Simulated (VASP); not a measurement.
Band structure of Er (relaxed from the simple-cubic structure, space group Pm-3m). Calculation: r2SCAN meta-GGA, VASP's PBE PAW potentials (set 64) (plane waves; VASP).

The 4f electrons are frozen in the core of the lanthanide potential, so 4f levels, which can set the real gap, and their magnetism are missing.

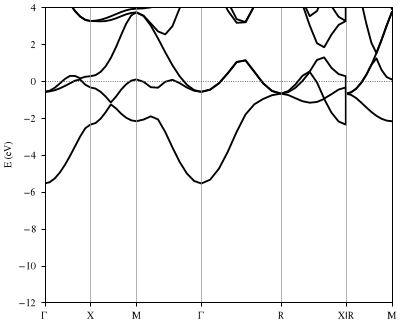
Bands along high-symmetry lines, zero at the valence-band maximum or, without a gap, the Fermi level

Read the plot: is there a gap, and where are the band edges?

It has no gap at this level: it comes out as a metal or semimetal.

The structure was generated: Er was put into the simple-cubic type (Pm-3m), which need not be its known phase. It was relaxed first.
